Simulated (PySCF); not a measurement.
System: C8H8 (SMILES C1=CC2C=CC1C=C2).

```tsv
atom	x (Å)	y (Å)	z (Å)
C	0.8009	0.1830	-0.5712
C	-0.1239	1.1238	-0.3983
C	-1.3398	0.7108	0.2808
C	-1.9344	-0.4519	-0.4464
C	-1.0198	-1.4465	-0.5380
C	0.3359	-1.1039	0.0102
C	0.0332	-0.7579	1.4508
C	-0.8759	0.1632	1.5774
H	1.7325	0.1939	-1.1024
H	0.1258	2.1736	-0.6318
H	-2.1631	1.4261	0.4277
H	-3.0031	-0.6091	-0.5828
H	-1.0813	-2.3871	-0.9753
H	1.1896	-1.8260	-0.0298
H	0.6692	-1.1466	2.2722
H	-1.1557	0.7378	2.4616
```

Geometry: GFN2-xTB, MD frame at 250 fs, 400 K.

Method: PBE0/pcSseg-1, SCF density, gas phase, non-relativistic in PySCF.

**What can the converged electron density and electron localisation function tell about the bonding?**

C–H (1.04 Å): ρ at the midpoint is about 2.2 e/Å³; the ELF climbs to about 1 towards the hydrogen, as it does in any bond to H: an ordinary covalent bond to hydrogen.
C–C (1.35 Å): ρ is about 2.2 e/Å³ halfway; the ELF peaks at about 0.90 between the atoms: a covalent bond.
C–C (1.49 Å): the density is about 1.7 e/Å³ at the midpoint; the ELF peaks at about 0.95 between the atoms (localised, covalent bonding).

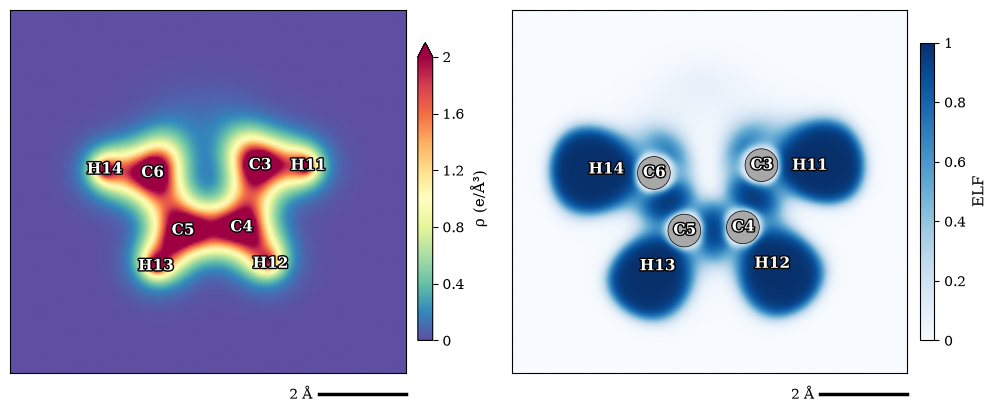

Computed electron density and electron localisation function on the plane of atoms C6, C5 and H13, in this order. Grey discs cover the atomic cores in the ELF map. 
